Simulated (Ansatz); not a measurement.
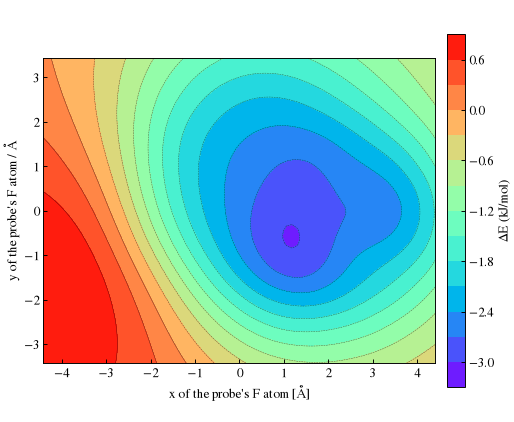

Energy landscape of C₂H₄OSi (SMILES O=C=C[SiH3]) with the probe HF. The probe is moved over a plane parallel to the molecule's main plane, 3.91 Å above it. Coordinates scanned: (1) x of the probe's F atom; (2) y of the probe's F atom. Nothing is relaxed (molecule and probe rigid, the probe upright with F nearest the plane). The scan uses a 19 × 15 grid. Energies are in kJ/mol, from molecule and probe far apart, each relaxed in its own basis (no counterpoise correction). All numbers below come from Ansatz, RKS PBE0-D4/def2-SVPD.

Drawn: filled contours. Between grid points the surface is interpolated. 

**Where are the wells?**

The lowest grid point is at x of the probe's F atom = 0.98 Å, y of the probe's F atom = −0.49 Å, −3.00 kJ/mol from molecule and probe far apart, each relaxed in its own basis (no counterpoise correction). No other kind of well shows on this grid. The highest grid point, x of the probe's F atom = −4.41 Å, y of the probe's F atom = −1.47 Å, lies 3.89 kJ/mol above the lowest. Near the minimum the curvatures are about 0.0058 and 0.01 eV/Å² along the soft and the stiff direction.

Each point was launched as `ansatz run input.yaml --threads 1 --pin off --max-ram 2560MiB --backend cpu --events-out ev --progress --plain --runs-dir out`. Time for the 285 points that were run: 59 min on 1 thread of Arm Neoverse N1 (shared host).
